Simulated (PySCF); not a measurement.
Consider C5H12Si2 (SMILES CCC[SiH2]C#C[SiH3]).

```xyz
19

C    -3.0216   -1.3078   -0.4142
C    -1.6337   -0.9498    0.2024
C    -1.4038    0.5557    0.2611
Si    0.1636    1.1235    1.1991
C     1.6579    0.2336    0.5104
C     2.4890   -0.4972    0.0444
Si    3.7176   -1.7970   -0.3641
H    -3.8440   -0.9110    0.1537
H    -2.9629   -0.8408   -1.4024
H    -3.1069   -2.4050   -0.5565
H    -0.7856   -1.3800   -0.4867
H    -1.4454   -1.5205    1.1993
H    -2.3145    1.1341    0.4594
H    -1.2201    0.8734   -0.8003
H     0.0786    0.9362    2.7301
H     0.3481    2.5896    0.9981
H     5.0539   -1.2037   -0.1221
H     3.5271   -2.0710   -1.7729
H     3.3914   -3.0103    0.3527
```

Geometry: GFN2-xTB, MD frame at 250 fs, 300 K.

The calculation used PySCF 2.14.0, PBE0/pcSseg-1, SCF density, gas phase, non-relativistic.

Question: What can the converged electron density and electron localisation function tell about the bonding?

Answer: C–C (1.20 Å): ρ at the midpoint is about 2.8 e/Å³; the ELF peaks at about 0.85 between the atoms; a multiple bond.
C–H (1.10 Å): the density is about 1.9 e/Å³ at the midpoint; the ELF climbs to about 1 towards the hydrogen, as it does in any bond to H: a covalent bond by its length.
C–Si (1.91 Å): the density is about 0.9 e/Å³ at the midpoint; the ELF peaks at about 0.95 between the atoms, as expected for localised, covalent bonding.

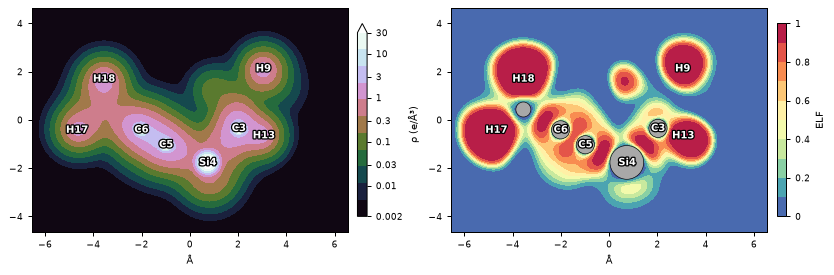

Computed electron density and electron localisation function on the plane of atoms C3, Si4 and C5, in this order. Grey discs cover the atomic cores in the ELF map. 
